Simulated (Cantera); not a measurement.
Input: 1 mol Al₂O₃, 3.2 mol Cl₂, 0.21 mol H₂, equilibrated at 10.0 mbar.

Method: chemical equilibrium by Gibbs-energy minimisation in Cantera with the NASA 1993 tables (ideal gas, pure condensed phases). Candidate condensed phases: Al, AlCl₃, Al₂O₃, H₂O; 29 gas species. Condensed phases not in the tables: AlOCl. Equilibrium is a limit: real reactors are often held back by kinetics, nucleation or transport.

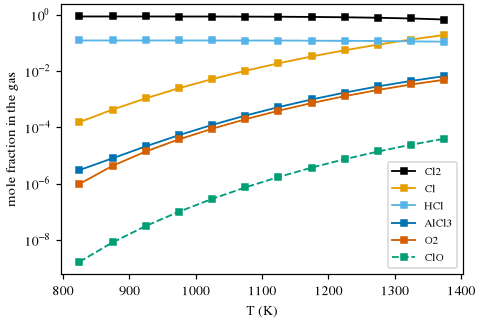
Fig. 1. Equilibrium gas composition (values under 1e-9 drawn at 1e-9)

From 825 K to 1375 K the condensed part is Al₂O₃(s). The main Al-bearing gas is AlCl₃ throughout.
